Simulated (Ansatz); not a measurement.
The relaxed structure here is a generated cell of LiTaO3: the first start was made by a random draw of sites in a space group, and the end was not matched to a known phase here, so it may be hypothetical. Known forms of LiTaO3 include space group No. 161.

The end point of a relaxation of LiTaO3. Space group P4/mmm (No. 123). Level of theory: PBEsol (plane waves to 420 eV, PAW, scalar-relativistic; Ansatz, a first-principles code).

```cif
data_LiO3Ta
_chemical_formula_sum 'Li1 O3 Ta1'
_space_group_name_H-M_alt 'P4/mmm'
_space_group_IT_number 123
_space_group_name_Hall '-P 4 2'
_cell_length_a 3.99736
_cell_length_b 3.99736
_cell_length_c 3.88674
_cell_angle_alpha 90.000
_cell_angle_beta 90.000
_cell_angle_gamma 90.000
loop_
_atom_site_label
_atom_site_type_symbol
_atom_site_symmetry_multiplicity
_atom_site_Wyckoff_symbol
_atom_site_fract_x
_atom_site_fract_y
_atom_site_fract_z
_atom_site_occupancy
Li1 Li 1 d 0.50000 0.50000 0.50000 1
O1 O 2 e 0.00000 0.50000 0.50000 1
O2 O 1 a 0.00000 0.00000 0.00000 1
Ta1 Ta 1 b 0.00000 0.00000 0.50000 1
```

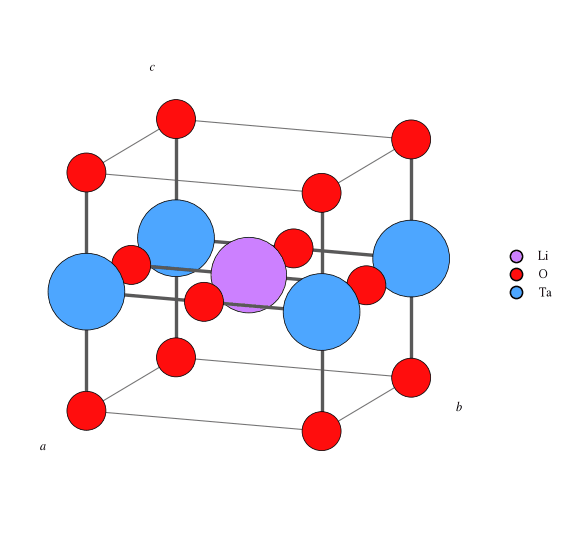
*The conventional cell of the relaxed structure*

- Volume per atom = 12.42 Å³
- Band gap = 1.67 eV, indirect (valence top at A, conduction bottom at Γ) (no spin-orbit coupling)
- Smallest direct gap = 2.36 eV at Γ
- Shortest distances = O–Ta 1.94 Å; Li–O 2.00 Å; O–O 2.79 Å; Li–Ta 2.83 Å
- k-mesh = 8×8×9

Band energies at high-symmetry points (eV from the VBM; labels of this space group; no spin-orbit coupling), from −5 eV up to 4.7 eV:

| point | energies |
|---|---|
| Γ | -3.61 -3.61 -2.70 -1.81 -1.81 -1.30 -0.80 -0.80 -0.70 1.67 2.21 2.21 |
| X | -4.10 -2.98 -2.83 -2.56 -2.14 -1.35 -0.80 -0.78 2.29 4.40 |
| M | -2.89 -2.89 -1.48 -1.48 -1.30 -1.09 |
| Z | -3.40 -3.40 -2.75 -2.75 -2.73 -1.67 -1.67 -1.61 1.75 |
| R | -4.79 -4.04 -2.69 -2.58 -2.24 -2.06 -0.02 4.45 |
| A | -4.64 -4.64 -1.07 0.00 0.00 |

No spin polarisation in the result.

The run could not lose the symmetry of its start, so the end can be a saddle point.

All atoms sit on sites fixed by symmetry, so only the cell could relax.
